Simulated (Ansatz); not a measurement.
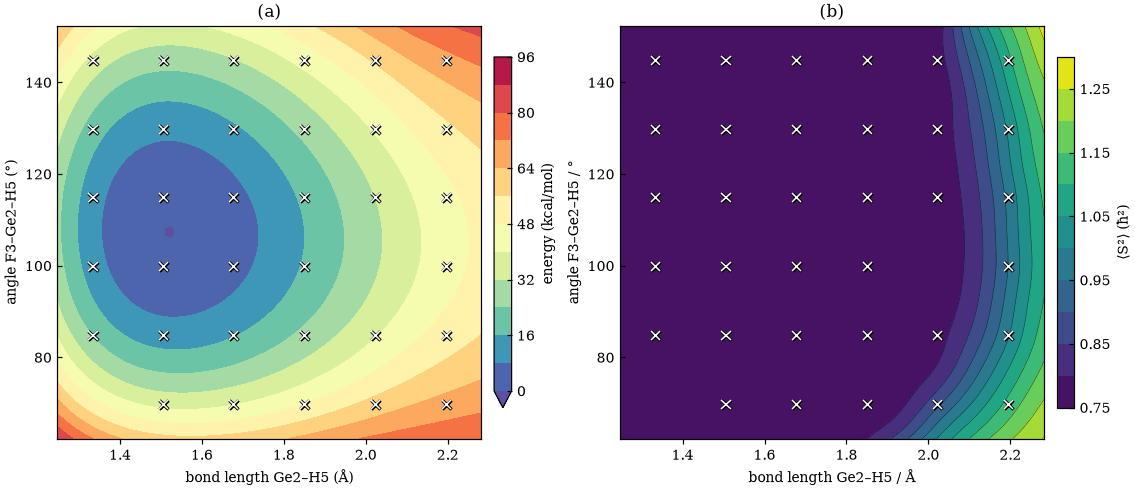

FGeH2O, SMILES [O][GeH2][F], spin multiplicity 2. Coordinates scanned: (1) bond length Ge2–H5; (2) angle F3–Ge2–H5. Nothing is relaxed (all other coordinates rigid). Grid: 13 × 13 points. At 34 points there is no value. Points are written as (first, second). All energies are given in kcal/mol relative to the lowest grid point. In part of the range the unrestricted reference is strongly spin-contaminated. These are results of Ansatz 0.2.0, UHF/def2-TZVP, not measurements.

Panel (a) is the energy and panel (b) the computed ⟨S²⟩ on the same grid.

Drawn: filled contours, crosses at grid points without a value. Between grid points the surface is interpolated.

How does the ⟨S²⟩ vary over the map, and what is it at the lowest grid point?

Answer. Leaving out the highest fifth of the energies, it runs from 0.76 ħ² at (1.247 Å, 122.3°) to 1.13 ħ² at (2.282 Å, 122.3°). At the lowest grid point, (1.506 Å, 107.3°), it is 0.76 ħ².
